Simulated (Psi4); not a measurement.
# OH (SMILES [OH]) at USVWN5/aug-cc-pVTZ

What is the vertical doublet–quartet gap of OH at USVWN5/aug-cc-pVTZ? 

The results are computed with Psi4 1.11.

**1. Starting point**

The species is OH (2 atoms), meant as a doublet with charge 0. As SMILES, `[OH]`. Geometry: relaxed at PBE0-D4/def2-TZVP.

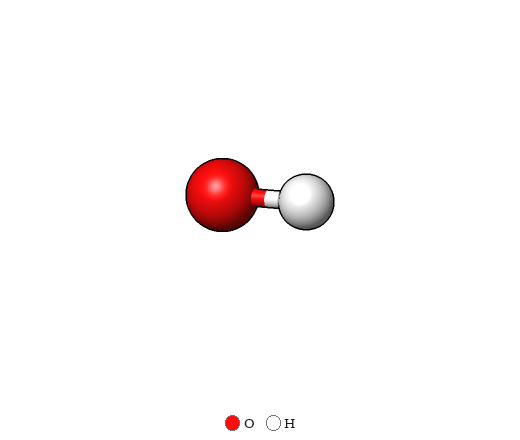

Viewed from a chosen angle; oxygen red, hydrogen white.

**2. Energy and forces at USVWN5/aug-cc-pVTZ**

Input file ho.in:

```
memory 2.2 GB

molecule {
  0 2
  O
  H 1 0.973071
  symmetry c1
  no_reorient
  no_com
}

set {
  basis                aug-cc-pVTZ
  reference            uks
  puream               true
  e_convergence        1e-09
  d_convergence        1e-08
  scf_type             pk
  dft_radial_points    99
  dft_spherical_points 590
  maxiter              100
}

E, wfn = gradient('scf', dft_functional={"name": "SVWN5", "x_functionals": {"LDA_X": {}}, "c_functionals": {"LDA_C_VWN": {}}}, return_wfn=True)
oeprop(wfn, 'QUADRUPOLE', 'MAYER_INDICES', 'MULLIKEN_CHARGES')
```

Launch:

```console
$ psi4 ho.in ho.out -n 1
```

ho.out:

```text
[...]
  Running in c1 symmetry.
[...]
  Nuclear repulsion =    4.350574300703649
[...]
  Multiplicity = 2
[...]
  Nalpha       = 5
  Nbeta        = 4
[...]
    Number of basis functions: 69
[...]
   @UKS iter   1:   -75.12899548377320   -2.59527e-01   6.43785e-03 DIIS/ADIIS
[...]
   @UKS iter  10:   -75.20045057147571   -3.69482e-13   2.51421e-09 DIIS
[...]
   @S^2 Observed:                7.522858615E-01
[...]
  @UKS Final Energy:   -75.20045057147571
   => Energetics <=
    Nuclear Repulsion Energy =              4.3505743007036486
    One-Electron Energy =                -112.5034846210999007
    Two-Electron Energy =                  41.2331977759885433
    DFT Exchange-Correlation Energy =      -8.2807380270680078
    Empirical Dispersion Energy =           0.0000000000000000
    VV10 Nonlocal Energy =                  0.0000000000000000
    Total Energy =                        -75.2004505714757130
[...]
  -Total Gradient:
     Atom            X                  Y                   Z
    ------   -----------------  -----------------  -----------------
       1       -0.000000000000     0.000000000000     0.012644914262
       2       -0.000000000000     0.000000000000    -0.012644958554
[...]
 Multipole Moments:
 ------------------------------------------------------------------------------------
     Multipole            Electronic (a.u.)      Nuclear  (a.u.)        Total (a.u.)
 ------------------------------------------------------------------------------------
 L = 1.  Multiply by 2.5417464519 to convert [e a0] to [Debye]
 Dipole X            :         -0.0000000            0.0000000           -0.0000000
 Dipole Y            :         -0.0000000            0.0000000           -0.0000000
 Dipole Z            :         -0.2077954            0.8578758            0.6500803
 Magnitude           :                                                    0.6500803
 L = 2.  Multiply by 1.3450342976 to convert [e a0^2] to [Debye ang]
 Quadrupole XX       :         -4.2350760            0.0000000           -4.2350760
 Quadrupole XY       :          0.0076426            0.0000000            0.0076426
[...]
  Mulliken Charges: (a.u.)
   Center  Symbol    Alpha    Beta     Spin     Total
       1     O     4.61175  3.60050  1.01125 -0.21225
       2     H     0.38825  0.39950 -0.01125  0.21225
   Total alpha =  5.00000, Total beta =  4.00000, Total charge =  0.00000
  Mayer Bond Indices:
  Total Bond Index:
  Irrep: 1 Size: 2 x 2
                 1                   2
[...]
```

It took 4.5 s on 1 thread of Intel Xeon 6975P-C (Granite Rapids), shared host; peak memory 0.33 GiB.

**3. The quartet: a single-point energy at USVWN5/aug-cc-pVTZ**

Input file ho.xyz:

```xyz
2
HO
O      0.415880    -0.133150     0.214550
H     -0.415880     0.133150    -0.214550
```

Input file run.py:

```python
import psi4

psi4.set_memory('2200 MB')
psi4.set_num_threads(1)
psi4.set_output_file('psi4.out', False)

with open('ho.xyz') as f:
    atoms = ''.join(f.readlines()[2:])
m = psi4.geometry('0 4\n' + atoms + 'symmetry c1\nno_reorient\nno_com')

options = {'basis': 'aug-cc-pVTZ', 'reference': 'uks', 'puream': True, 'e_convergence': 1e-09, 'd_convergence': 1e-08, 'scf_type': 'pk', 'dft_radial_points': 99, 'dft_spherical_points': 590, 'maxiter': 100}
psi4.set_options(options)

result, w = psi4.energy("scf", dft_functional={"name": "SVWN5", "x_functionals": {"LDA_X": {}}, "c_functionals": {"LDA_C_VWN": {}}}, molecule=m, return_wfn=True)
psi4.oeprop(w, "DIPOLE", "QUADRUPOLE", "MAYER_INDICES")
print(f'scf energy: {result:.10f} Eh')
for k, v in sorted(psi4.core.scalar_variables().items()):
    print(f'{k:45s} {v:18.10f}')
```

Launch:

```console
$ python run.py
```

psi4.out:

```text
[...]
  Running in c1 symmetry.
[...]
  Nuclear repulsion =    4.350574239688279
[...]
  Multiplicity = 4
[...]
  Nalpha       = 6
  Nbeta        = 3
[...]
    Number of basis functions: 69
[...]
   @UKS iter   1:   -74.90677352242547   -3.73048e-02   1.95145e-03 ADIIS/DIIS
[...]
   @UKS iter   9:   -74.91549054472563   -1.94689e-12   1.87784e-09 DIIS
[...]
   @S^2 Observed:                3.752147511E+00
[...]
    Orbital Energies [Eh]
    ---------------------
    Alpha Occupied:
       1A    -18.982103     2A     -1.169783     3A     -0.643989
       4A     -0.594429     5A     -0.594429     6A     -0.104144
    Alpha Virtual:
       7A     -0.003413     8A      0.011569     9A      0.011569
      10A      0.036492    11A      0.097743    12A      0.124255
      13A      0.124255    14A      0.229290    15A      0.354949
      16A      0.354949    17A      0.384815    18A      0.462155
      19A      0.462155    20A      0.531841    21A      0.531841
      22A      0.597000    23A      0.614050    24A      0.707725
      25A      0.707725    26A      0.732553    27A      0.732553
[...]
  @UKS Final Energy:   -74.91549054472563
   => Energetics <=
    Nuclear Repulsion Energy =              4.3505742396882789
    One-Electron Energy =                -110.3672065245613112
    Two-Electron Energy =                  39.2327913699968676
    DFT Exchange-Correlation Energy =      -8.1316496298494840
    Empirical Dispersion Energy =           0.0000000000000000
    VV10 Nonlocal Energy =                  0.0000000000000000
    Total Energy =                        -74.9154905447256283
[...]
 Multipole Moments:
 ------------------------------------------------------------------------------------
     Multipole            Electronic (a.u.)      Nuclear  (a.u.)        Total (a.u.)
 ------------------------------------------------------------------------------------
 L = 1.  Multiply by 2.5417464519 to convert [e a0] to [Debye]
 Dipole X            :         -4.6028378            5.5012951            0.8984573
 Dipole Y            :          1.4736651           -1.7613192           -0.2876541
 Dipole Z            :         -2.3745765            2.8380852            0.4635087
 Magnitude           :                                                    1.0510998
 L = 2.  Multiply by 1.3450342976 to convert [e a0^2] to [Debye ang]
 Quadrupole XX       :        -14.6942516            5.5587394           -9.1355122
 Quadrupole XY       :          2.1790840           -1.7797109            0.3993731
[...]
```

On the terminal:

```text
scf energy: -74.9154905447 Eh
CURRENT ENERGY                                    -74.9154905447
CURRENT REFERENCE ENERGY                          -74.9154905447
DD SOLVATION ENERGY                                 0.0000000000
DFT FUNCTIONAL TOTAL ENERGY                       -74.9154905447
DFT TOTAL ENERGY                                  -74.9154905447
DFT VV10 ENERGY                                     0.0000000000
DFT XC ENERGY                                      -8.1316496298
GRID ELECTRONS ALPHA                                6.0000175664
GRID ELECTRONS BETA                                 3.0000000012
GRID ELECTRONS TOTAL                                9.0000175677
NUCLEAR REPULSION ENERGY                            4.3505742397
ONE-ELECTRON ENERGY                              -110.3672065246
PCM POLARIZATION ENERGY                             0.0000000000
PE ENERGY                                           0.0000000000
SCF ITERATION ENERGY                              -74.9154905447
SCF ITERATIONS                                      9.0000000000
SCF TOTAL ENERGY                                  -74.9154905447
TWO-ELECTRON ENERGY                                39.2327913700
XC GRID RADIAL POINTS                              99.0000000000
XC GRID SPHERICAL POINTS                          590.0000000000
XC GRID TOTAL POINTS                           114715.0000000000
```

Wall time 3.3 s (1 thread of Intel Xeon 6975P-C (Granite Rapids), shared host); peak memory 0.32 GiB.

**4. Outcome**

Level: USVWN5/aug-cc-pVTZ.

```
                                        quantity         value
                           doublet: total energy  -75.20045 Eh
                          doublet: dipole moment        1.65 D
     doublet: HOMO energy (highest over α and β)      -7.42 eV
      doublet: LUMO energy (lowest over α and β)      -7.25 eV
                                   doublet: ⟨S²⟩         0.752
               doublet: largest force on an atom    0.650 eV/Å
                           quartet: total energy  -74.91549 Eh
                          quartet: dipole moment        2.67 D
     quartet: HOMO energy (highest over α and β)      -2.83 eV
                                   quartet: ⟨S²⟩         3.752
vertical energy of the quartet above the doublet      7.754 eV
```

**Reading.** At this shape the quartet lies 7.75 eV (179 kcal/mol) above the doublet. The largest force (doublet) is 0.65 eV/Å: the shape isn't a stationary point for this species at this level.
